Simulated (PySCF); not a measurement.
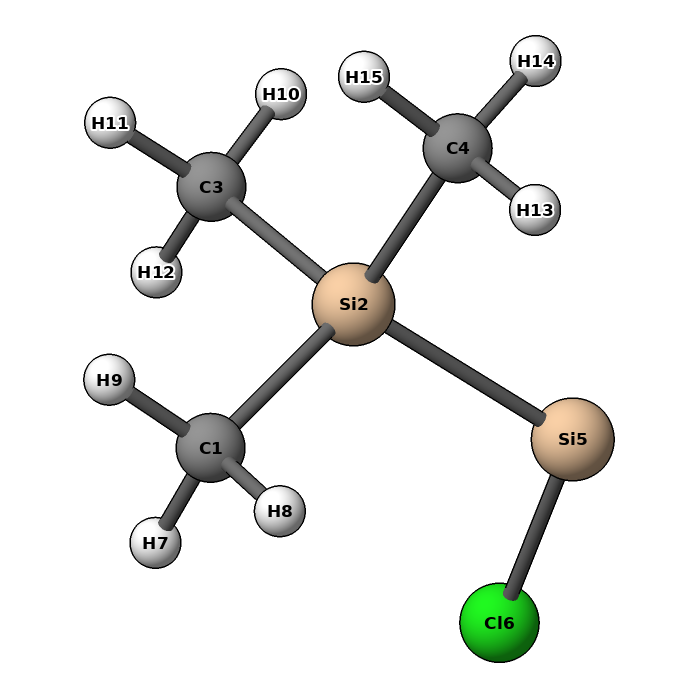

The questions are on Mulliken spin populations. Charge 0, triplet. Computed geometry: GFN2-xTB optimisation. No frequency run is at hand to confirm it as a minimum. Method: UKS B3LYP, pcH-1 on C Cl H Si, non-relativistic (PySCF 2.14.0).

Which atom carries the largest spin population?

Si5 (1.59 e).

Which atom has the lowest spin population?

C4, H7, H8, H10, H12, H13, H14, H15 (0.00 e).

Give the Mulliken spin populations atom by atom.

| atom | value (e) |
| --- | --- |
| C1 | 0.03 |
| Si2 | 0.23 |
| C3 | 0.03 |
| C4 | 0.00 |
| Si5 | 1.59 |
| Cl6 | 0.12 |
| H7 | 0.00 |
| H8 | 0.00 |
| H9 | 0.01 |
| H10 | 0.00 |
| H11 | 0.01 |
| H12 | 0.00 |
| H13 | 0.00 |
| H14 | 0.00 |
| H15 | 0.00 |

Mulliken values depend strongly on the basis set. The spin state was imposed, and no run here compares it with a lower spin, which may lie lower. The geometry is semi-empirical. Around Si such bond lengths and angles can be off by a tenth of an ångström or more and by several degrees, and values that hang on the shape move with them.
